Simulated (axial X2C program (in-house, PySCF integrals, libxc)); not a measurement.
# All-electron X2C curves of WAs

Aim: find the lowest determinant of WAs, scan the bond at several levels and fit the constants, once spin-free and once with spin–orbit coupling.

Method: all-electron X2C, W dyall-cv3z, As dyall-cv3z; program: an in-house X2C program for linear molecules on PySCF integrals.

All values are calculated.

## (1) The job

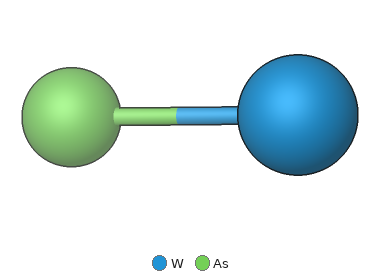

The two atoms at 2.580 Å (tungsten blue, arsenic green).

File task.json:

```json
{
 "zs": [
  74,
  33
 ],
 "q": 0,
 "bas": [
  "dyall-cv3z",
  "dyall-cv3z"
 ],
 "levels": [
  "PBE0",
  "HF",
  "B3LYP"
 ],
 "cc": true,
 "r0": 2.58,
 "thr": -1.0,
 "nmax": 90,
 "npts": 10,
 "nst": 2,
 "ntry": 6
}
```

Keys: zs atomic numbers; q charge; bas basis sets; levels methods (HF also brings MP2); cc coupled cluster on or off; r0 starting distance in Å; thr threshold in hartree for freezing inner shells (an s shell follows its p shell); nmax most natural virtual spinors; npts points asked for on the curve; nst determinants followed; ntry starts of the search.

The run is started by

```sh
$ python so2c.py task.json out
```

Spin-free means the one-electron spin-free X2C Hamiltonian; two-component (2c) means X2C with spin–orbit coupling and atomic mean-field two-electron Coulomb and Gaunt terms. Basis: W dyall-cv3z contracted to [13s14p9d7f4g], As dyall-cv3z contracted to [9s9p6d4f1g]; Gaussian nuclei, density fitting. Masses: W 183.951 u, As 74.922 u.

Notation: σ, π±, δ± give the projection m of an orbital's angular momentum (0, ±1, ±2), α and β its spin, Λ and M_S the sums; ω is the projection of a spinor's total angular momentum and Ω the sum. Logs are in hartree.

The results follow Hamiltonian by Hamiltonian and level by level.

## (2) State search with PBE0

PBE0 moves the distance from 2.580 Å to 2.255 Å and compares determinants there.

Spin-free determinants:

```csv
ΔE (eV),state,open shells
0.00,"M_S = 3/2, Λ = 0","beyond closed shells: σα, δ+α, δ-α"
1.08,"M_S = 1/2, Λ = 2",beyond closed shells: δ+α
1.70,"M_S = 5/2, Λ = 0","beyond closed shells: σα, π+α, π+β, 2 × π-α, δ+α, δ-α"
1.70,"M_S = 5/2, Λ = 2","beyond closed shells: σα, 2 × π+α, π+β, π-α, δ+α, δ-α"
1.82,"M_S = 3/2, Λ = 3","beyond closed shells: σα, π+α, δ+α"
1.88,"M_S = 3/2, Λ = 1","beyond closed shells: σα, π-α, δ+α"
1.91,"M_S = 3/2, Λ = 1","beyond closed shells: π+α, π+β, π-α, δ+α, δ-α"
```

Two-component determinants:

| ΔE (eV) | state | open shells |
| --- | --- | --- |
| 0.00 | Ω = 3/2 | excess of +ω over −ω: ω = 1/2, ω = -3/2, ω = 5/2 |
| 0.79 | Ω = 3/2 | excess of +ω over −ω: ω = 3/2 |
| 1.24 | Ω = 1/2 | excess of +ω over −ω: ω = 1/2 |
| 1.34 | Ω = 5/2 | excess of +ω over −ω: ω = 5/2 |
| 1.62 | Ω = 1/2 | excess of +ω over −ω: ω = -1/2, ω = -3/2, ω = 5/2 |
| 1.71 | Ω = 9/2 | excess of +ω over −ω: ω = 1/2, ω = 3/2, ω = 5/2 |
| 1.78 | Ω = 7/2 | excess of +ω over −ω: ω = -1/2, ω = 3/2, ω = 5/2 |

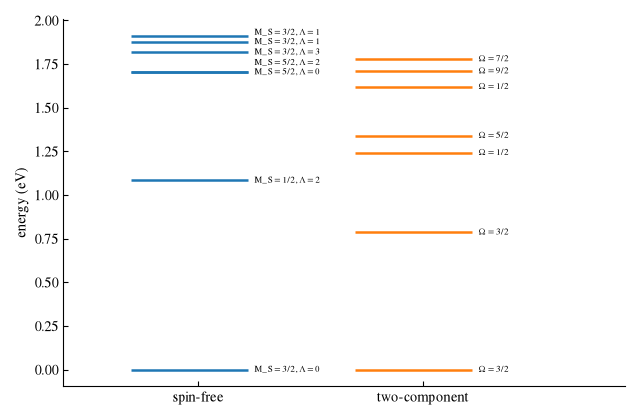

The determinants found, each set from its own lowest.

## (3) PBE0, spin-free

State followed: M_S = 3/2, Λ = 0 (beyond closed shells: σα, δ+α, δ-α). The scan is laid around 2.255 Å, a first estimate of the minimum, and this SCF restarts from the orbitals of the search.

The SCF at the reference distance of 2.255 Å:

```text
spin-free X2C-1e  PBE0
basis functions 288  fitting functions 1481  grid points 5797
iter        total energy     max residual
   1     -18404.117816456     2.73e-06
   2     -18404.117816458     5.66e-06
converged
one-electron -26446.19524013  Coulomb 7881.77366593  exact exchange -101.52717798  xc functional -311.22926342  nuclear repulsion 573.06019914
```

Along the bond, energies from the lowest point:

| R (Å) | E (eV) | μ (D) | HOMO (eV) | LUMO (eV) | iterations |
| --- | --- | --- | --- | --- | --- |
| 1.962 | 1.2332 | -3.07 | -5.95 | -2.44 | 16 |
| 2.052 | 0.4668 | -3.26 | -6.03 | -2.43 | 16 |
| 2.120 | 0.1632 | -3.37 | -6.09 | -2.41 | 16 |
| 2.187 | 0.0238 | -3.44 | -6.13 | -2.40 | 16 |
| 2.255 | 0.0000 | -3.47 | -6.17 | -2.42 | 2 |
| 2.334 | 0.0702 | -3.46 | -6.19 | -2.46 | 15 |
| 2.413 | 0.2077 | -3.42 | -6.19 | -2.49 | 14 |
| 2.514 | 0.4401 | -3.33 | -6.17 | -2.50 | 14 |
| 2.638 | 0.7633 | -3.18 | -6.13 | -2.50 | 14 |
| 2.819 | 1.2427 | -2.93 | -6.06 | -2.51 | 14 |

Dipoles are positive if As is the positive end.

Outer orbitals at the reference distance:

```tsv
symmetry	occupied	ε (eV)	atomic character
σβ	yes	-15.81	66% As s, 11% W d, 11% W p
σα	yes	-14.83	63% As s, 13% W d, 10% W p
σα	yes	-7.18	50% As p, 22% W s, 15% W d
σβ	yes	-6.95	65% As p, 14% W d, 13% W s
π+α	yes	-6.67	71% W d, 24% As p, 2% As d
π-α	yes	-6.67	71% W d, 24% As p, 2% As d
σα	yes	-6.61	52% W d, 40% W s, 4% As p
π-β	yes	-6.32	62% As p, 26% W d, 5% W p
π+β	yes	-6.32	62% As p, 26% W d, 5% W p
δ+α	yes	-6.17	99% W d
δ-α	yes	-6.17	99% W d
π+α	no	-2.42	42% W p, 34% As p, 19% W d
π-α	no	-2.42	42% W p, 34% As p, 19% W d
σβ	no	-2.37	63% W s, 20% W d, 11% W p
σα	no	-1.99	46% W p, 25% As p, 15% W d
```

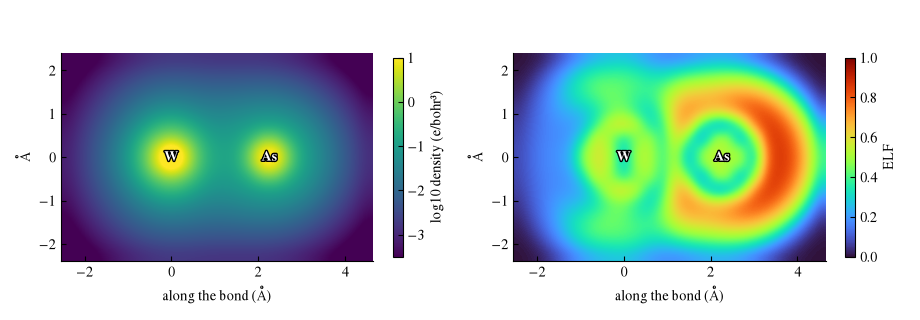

PBE0 fields in a plane through the axis, from a grid of 0.3 Å; W lies at z = 0 and As at z = 2.255 Å; the ELF is damped to zero where the density is low.

Re = 2.238 Å, ωe = 311 cm⁻¹, ωexe = 1.1 cm⁻¹, Be = 0.06323 cm⁻¹, De = 3.26 eV, μ = -3.46 D. ⟨S²⟩ = 4.28 against 3.75 for a pure state, so this determinant mixes spins.

## (4) HF, spin-free

Output at 2.255 Å:

```text
spin-free X2C-1e  HF
basis functions 288  fitting functions 1481  grid points 5797
iter        total energy     max residual
   1     -18397.470086994     9.99e-01
   2     -18397.534793295     2.03e-02
   3     -18397.543437559     2.23e-02
   4     -18397.547792201     5.23e-03
   5     -18397.551610567     4.05e-03
   6     -18397.554552251     2.28e-03
   7     -18397.555834749     1.04e-03
   8     -18397.556001019     7.31e-04
   9     -18397.556083177     5.10e-04
  10     -18397.556138177     3.73e-04
  11     -18397.556166534     2.21e-04
  12     -18397.556174773     1.25e-04
  13     -18397.556177701     5.33e-05
  14     -18397.556178479     3.03e-05
  15     -18397.556178594     1.04e-05
  16     -18397.556178615     4.98e-06
  17     -18397.556178620     2.85e-06
  18     -18397.556178621     1.13e-06
converged
one-electron -26450.28482087  Coulomb 7886.22773305  exact exchange -406.55928994  xc functional 0.00000000  nuclear repulsion 573.06019914
```

No constants are quoted: too few points lie around the minimum for a second fit to confirm the first.

## (5) B3LYP, spin-free

The SCF at the reference distance of 2.255 Å:

```text
spin-free X2C-1e  B3LYP
basis functions 288  fitting functions 1481  grid points 5797
iter        total energy     max residual
   1     -18404.960788360     1.55e-01
   2     -18404.963602151     4.35e-03
   3     -18404.962948447     8.67e-03
   4     -18404.963948757     4.25e-03
   5     -18404.964211220     2.88e-03
   6     -18404.964474171     7.00e-04
   7     -18404.964552715     3.91e-04
   8     -18404.964588032     2.22e-04
   9     -18404.964591924     4.42e-05
  10     -18404.964592096     1.92e-05
  11     -18404.964592111     5.13e-06
  12     -18404.964592115     1.56e-06
  13     -18404.964592115     8.88e-07
converged
one-electron -26445.13099123  Coulomb 7880.65680698  exact exchange -81.20395587  xc functional -332.34665114  nuclear repulsion 573.06019914
```

Re = 2.231 Å, ωe = 334 cm⁻¹, ωexe = 1.21 cm⁻¹, Be = 0.06359 cm⁻¹, De = 3.74 eV, μ = -3.20 D.

## (6) Correlated methods, spin-free

Correlated methods: 11 electrons correlated (frozen shells, counted by type: W 5 s, 4 p, 2 d, 1 f; As 3 s, 2 p, 1 d), 349 virtual spinors in MP2, 89 natural virtuals in coupled cluster.

Output of the correlated part at 2.255 Å:

```text
correlated 11  virtual 349  natural virtual 89  E(MP2) -0.215830241  MP2 remainder -0.010424786
iter   CCSD correlation   residual
   1     -0.216742531   1.44e-01
   2     -0.225054016   8.64e-02
   3     -0.232141231   5.88e-02
   4     -0.236304943   3.60e-02
   5     -0.238025013   1.58e-02
   6     -0.238335576   6.19e-03
   7     -0.238415989   2.37e-03
   8     -0.238407889   1.01e-03
   9     -0.238402821   4.25e-04
  10     -0.238410250   1.70e-04
  11     -0.238408508   6.37e-05
  12     -0.238409888   2.63e-05
  13     -0.238409295   1.18e-05
  14     -0.238409133   5.11e-06
  15     -0.238409040   2.46e-06
  16     -0.238409017   1.06e-06
  17     -0.238409028   4.92e-07
(T) -0.014983155  T1 0.1048  D1 0.1866  max T2 0.057
```

T1 in the output is the amplitude norm over the root of the electron number; divide by √2 for the Lee–Taylor value.

MP2: No constants are quoted: the reference is strongly spin-contaminated.

CCSD: Re = 2.271 Å, ωe = 288.6 cm⁻¹, ωexe = 1.12 cm⁻¹, Be = 0.0614 cm⁻¹, De = 2.60 eV. T1 at Re = 0.074 (Lee–Taylor, the printed value over √2).

CCSD(T): Re = 2.256 Å, ωe = 305 cm⁻¹, ωexe = 1.1 cm⁻¹, Be = 0.06224 cm⁻¹, De = 2.87 eV. T1 at Re = 0.074 (Lee–Taylor, the printed value over √2).

## (7) A higher determinant, spin-free

State: M_S = 1/2, Λ = 2 (beyond closed shells: δ+α).

Output at the reference distance:

```text
spin-free X2C-1e  PBE0
basis functions 288  fitting functions 1481  grid points 5797
iter        total energy     max residual
   1     -18404.078001075     6.18e-06
   2     -18404.078001076     9.33e-06
converged
one-electron -26442.13207655  Coulomb 7877.58822497  exact exchange -101.47886954  xc functional -311.11547909  nuclear repulsion 573.06019914
```

| R (Å) | E above the lowest PBE0 point (eV) |
| --- | --- |
| 1.962 | 1.968 |
| 2.052 | 1.296 |
| 2.120 | 1.074 |
| 2.187 | 1.021 |
| 2.255 | 1.083 |
| 2.334 | 1.241 |
| 2.413 | 1.448 |
| 2.514 | 1.745 |
| 2.638 | 2.115 |

Re = 2.180 Å, ωe = 363 cm⁻¹, ωexe = 1.78 cm⁻¹, Be = 0.06666 cm⁻¹, μ = -2.23 D. ⟨S²⟩ = 0.93 against 0.75 for a pure state, so this determinant mixes spins. Te = 1.02 eV. As a difference of two determinants it need not be a gap between pure terms.

## (8) The spin-free curves together

Energy (eV) of the followed determinant, spin-free, from each level's lowest point:

| R (Å) | PBE0 | HF | MP2 (spin-contaminated) | CCSD | CCSD(T) | B3LYP |
| --- | --- | --- | --- | --- | --- | --- |
| 1.962 | 1.233 | 2.625 | 1.062 | n/a | n/a | 1.278 |
| 2.052 | 0.467 | 1.572 | 0.414 | 0.595 | 0.553 | 0.479 |
| 2.120 | 0.163 | 1.027 | 0.161 | 0.247 | 0.217 | 0.161 |
| 2.187 | 0.024 | 0.637 | 0.037 | 0.065 | 0.048 | 0.017 |
| 2.255 | 0.000 | 0.365 | 0.000 | 0.000 | 0.000 | 0.000 |
| 2.334 | 0.070 | 0.160 | 0.029 | 0.027 | 0.049 | 0.089 |
| 2.413 | 0.208 | 0.047 | 0.110 | 0.124 | 0.170 | 0.252 |
| 2.514 | 0.440 | 0.000 | 0.262 | 0.310 | 0.385 | 0.519 |
| 2.638 | 0.763 | 0.044 | 0.491 | n/a | n/a | 0.881 |
| 2.819 | 1.243 | 0.207 | 0.870 | n/a | n/a | 1.406 |

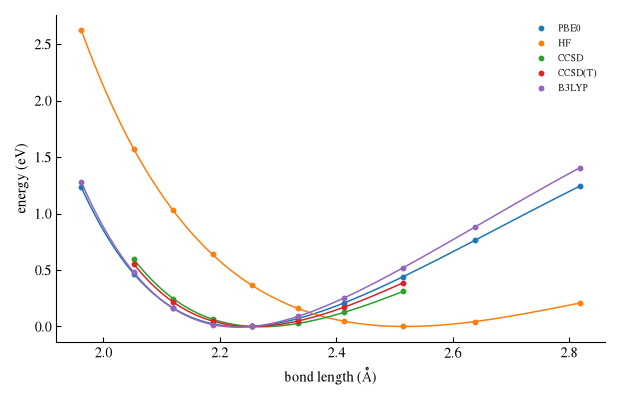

Curves of the followed state, spin-free, each from its own lowest point. Left out: MP2.

[end of part 1 of 2]
